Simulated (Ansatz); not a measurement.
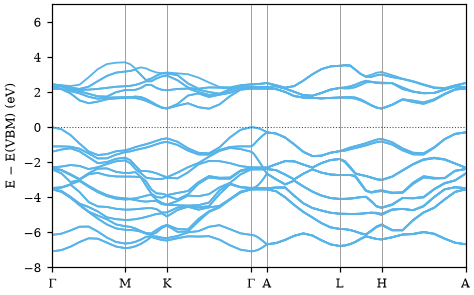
Figure. Band structure from r²SCAN+D4 with spin–orbit coupling (plane waves, PAW; program Ansatz)

### Question
Read off the gap and where the band edges lie.

### Answer
About 1.0 eV (1.05 eV by a search for the band edges); maximum at Γ, minimum on the K–Γ line, 47 % of the way from K.

The material is MoS2 in space group P6_3/mmc (No. 194; Mo on 2c, S on 4f).

The r²SCAN+D4 relaxation kept the symmetry of its start; phonons on a q-mesh show no instability. No spin polarisation was allowed.

Potentials: the later of the program's two PAW sets.
